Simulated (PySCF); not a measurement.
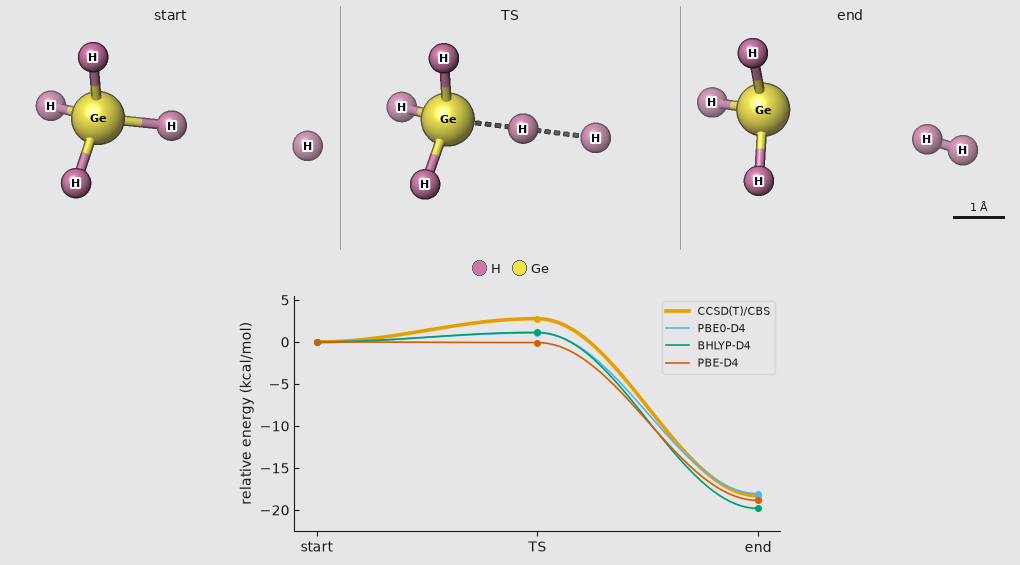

A reaction step of GeH5 (multiplicity 2), with its energy diagram. A ball-and-stick model, seen at a tilt. Dashed sticks mark bonds that form or break.

Stationary points at PBE0-D4/def2-TZVP, single-point energies with CCSD(T)/CBS, PBE0-D4, BHLYP-D4, PBE-D4 (def2-TZVPP where no basis is named; PySCF 2.14.0). The energies are electronic, without zero-point or thermal terms, and both ends are the relaxed geometries reached downhill from the saddle, with any fragments still in contact. CCSD(T)/CBS stands for a frozen-core estimate: MP2 correlation extrapolated from def2-TZVPP and def2-QZVPP, CCSD(T) minus MP2 from the smaller set.

What happens, and what does it cost?

Counted by bonded pieces, the start holds GeH₄ + H and the end holds GeH₃ + H₂. From the start over the saddle to the end, a bond forms: H–H (2.82 → 1.51 → 0.75 Å). A bond breaks: Ge–H (1.53 → 1.57 → 3.42 Å). The saddle has one imaginary mode, 511i cm⁻¹. The end the start keeps a soft imaginary mode of 27i cm⁻¹, so it isn't quite a minimum. The end the end keeps a soft imaginary mode of 32i cm⁻¹, so it isn't quite a minimum. With CCSD(T)/CBS the barrier is 2.8 kcal/mol from the start and 21.1 kcal/mol from the end, and the end lies 18.3 kcal/mol below the start. By Pauling bond orders of the changing bonds the saddle lies closer to the start, the higher end, as Hammond's postulate suggests.

```csv
level,barrier from the start (kcal/mol),barrier from the end (kcal/mol),the end less the start (kcal/mol)
CCSD(T)/CBS,2.8,21.1,−18.3
PBE0-D4,1.1,19.1,−18.1
BHLYP-D4,1.1,21.0,−19.8
PBE-D4,−0.1,18.8,−18.9
```

Against CCSD(T)/CBS, BHLYP-D4 comes closest on the barrier from the start (−1.6 kcal/mol) and PBE-D4 misses most (−2.8 kcal/mol).

Limits of the set-up: the start holds two separate molecules, 2.8 Å apart at their closest, whose relative position is a soft coordinate.
